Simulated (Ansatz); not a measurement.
# CH4Ga (SMILES [CH3][GaH]): UPBE/aug-cc-pVDZ

Aim: the electronic atomisation energy of CH4Ga at UPBE/aug-cc-pVDZ, from 4 runs. 

The results are computed with Ansatz 0.2.0.

35 further runs of the same task are left out: 35 set aside as unsound or not needed. Runs told in other sessions of the task aren't counted.

### 1 The system as given

CH4Ga has 6 atoms, charge 0, and is taken as a doublet. As SMILES, `[CH3][GaH]`. The coordinates come from a PBE0-D4/def2-TZVP relaxation.

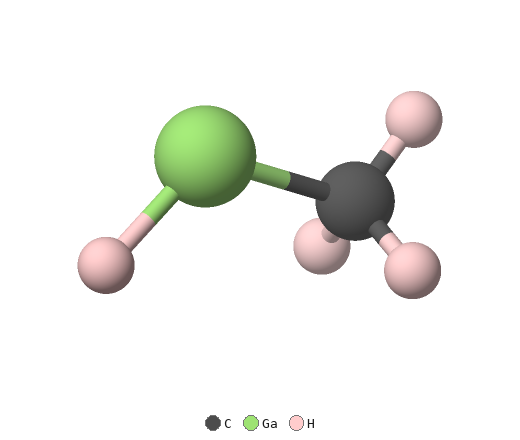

The structure, seen from a chosen angle (carbon dark grey, gallium green, hydrogen pink).

### 2 A single-point energy at UPBE/aug-cc-pVDZ

Contents of in.yaml:

```yaml
crystal:
  periodic: [false, false, false]
  atoms:
    - {symbol: C, position_ang: [-0.029300, -0.418300, -0.518000]}
    - {symbol: Ga, position_ang: [0.685700, 0.372600, 1.162100]}
    - {symbol: H, position_ang: [0.574700, -1.243100, -0.892900]}
    - {symbol: H, position_ang: [-1.046400, -0.775600, -0.328700]}
    - {symbol: H, position_ang: [-0.085700, 0.364700, -1.280300]}
    - {symbol: H, position_ang: [-0.056900, 1.635600, 1.811600]}
basis:
  gaussian: {orbitals: aug-cc-pVDZ}
total_charge: 0
magnetization: {spin_polarized: true, initial_magnetization: 1}
hamiltonian: {xc: pbe}
accuracy: high
output: {orbitals: {seedname: orbitals}}
```

On the command line:

```bash
$ ansatz run in.yaml --threads 1 --pin off --max-ram 2610MiB --events-out events.jsonl --progress --plain --runs-dir runs
```

Output:

```text
Warning: RAYON_NUM_THREADS=1 ignored (pool sized by the plan → 1); use --threads N
Functional definition: PBE
  name "PBE"
  parameter kappa = 0.804
  parameter beta = 0.06672455060314922
  exchange = pbe_x(kappa = kappa, mu = beta*pi^2/3)
  correlation = pbe_c(beta = beta)
1881 factors; integrals over basis functions are off by at most 4.4e-9 eV
mean field evaluation 1: about -53456.5172 eV, gradient 4.8e1 eV
mean field evaluation 2: about -53420.0852 eV, gradient 7.3e1 eV
mean field evaluation 4: about -53468.0770 eV, gradient 5.1e0 eV
mean field evaluation 8: about -53468.3494 eV, gradient 7.6e-2 eV
mean field evaluation 16: about -53468.3494 eV, gradient 7.3e-6 eV
mean field -53468.34942555 eV, -1964.9255992399 hartree, gradient 5.5e-8 eV, S^2 0.751307; 0 other end points of the search recorded, 0 dependent functions left out
reference -53468.34943419 eV, -1964.9255995577 hartree; 21, 20 occupied and 74, 75 virtual orbitals, 1881 factors
Total energy: -53468.34943419 eV, -1964.9255995577 hartree
```

Wall time 10 s (1 thread of Arm Neoverse V2, shared host); peak memory 0.29 GiB.

### 3 The C atom, same level

Contents of job.yaml:

```yaml
crystal:
  periodic: [false, false, false]
  atoms:
    - {symbol: C, position_ang: [0.000000, 0.000000, 0.000000]}
basis:
  gaussian: {orbitals: aug-cc-pVDZ}
magnetization: {spin_polarized: true, initial_magnetization: 2}
hamiltonian: {xc: pbe}
accuracy: high
```

Run the same way, it converges to -37.79112 Eh (log not shown).

### 4 The Ga atom

Contents of input.yaml:

```yaml
crystal:
  periodic: [false, false, false]
  atoms:
    - {symbol: Ga, position_ang: [0.000000, 0.000000, 0.000000]}
basis:
  gaussian:
    orbitals: aug-cc-pVDZ
magnetization:
  spin_polarized: true
  initial_magnetization: 1
hamiltonian:
  xc: {name: PBE}
accuracy: high
```

On the command line:

```bash
$ ansatz run input.yaml --threads 1 --pin off --max-ram 2610MiB --events-out events.jsonl --progress --plain --runs-dir runs
```

Output, shortened:

```text
Warning: RAYON_NUM_THREADS=1 ignored (pool sized by the plan → 1); use --threads N
[... 6 set-up lines as earlier in the session ...]
347 factors; integrals over basis functions are off by at most 3.6e-9 eV
mean field evaluation 1: about -52367.8217 eV, gradient 3.6e0 eV
mean field evaluation 2: about -52367.9033 eV, gradient 1.5e0 eV
mean field evaluation 4: about -52367.9116 eV, gradient 2.6e-1 eV
mean field evaluation 8: about -52367.9048 eV, gradient 2.9e-3 eV
mean field evaluation 16: about -52367.9048 eV, gradient 5.0e-8 eV
mean field evaluation 32: about -52367.9099 eV, gradient 3.7e-1 eV
mean field -52367.90476896 eV, -1924.4850040186 hartree, gradient 6.1e-9 eV, S^2 0.752189; 3 other end points of the search recorded, 0 dependent functions left out
reference -52367.90477359 eV, -1924.4850041887 hartree; 16, 15 occupied and 20, 21 virtual orbitals, 347 factors
Total energy: -52367.90477359 eV, -1924.4850041887 hartree
```

Wall time 3.6 s (1 thread of Arm Neoverse V2, shared host); peak memory 0.1 GiB.

### 5 The H atom at the same level

Contents of job.yaml:

```yaml
basis:
  gaussian:
    orbitals: aug-cc-pVDZ
crystal:
  periodic: [false, false, false]
  atoms:
    - {symbol: H, position_ang: [0.000000, 0.000000, 0.000000]}
magnetization:
  spin_polarized: true
  initial_magnetization: 1
hamiltonian:
  xc: pbe
accuracy: high
```

Run the same way, it converges to -0.49922 Eh (log not shown).

### 6 What came out

Level: UPBE/aug-cc-pVDZ.

| quantity | value |
| --- | --- |
| molecule: total energy | -1964.92560 Eh |
| molecule: HOMO energy (highest over α and β) | -4.26 eV |
| molecule: LUMO energy (lowest over α and β) | -3.02 eV |
| molecule: ⟨S²⟩ | 0.751 |
| C atom: total energy | -37.79112 Eh |
| C atom: ⟨S²⟩ | 2.003 |
| Ga atom: total energy | -1924.48500 Eh |
| Ga atom: ⟨S²⟩ | 0.752 |
| H atom: total energy | -0.49922 Eh |
| H atom: ⟨S²⟩ | 0.750 |
| electronic atomisation energy | 17.758 eV |

**Reading.** Taking the molecule apart into free atoms costs 17.76 eV (409 kcal/mol), before zero-point energy and without spin-orbit coupling.
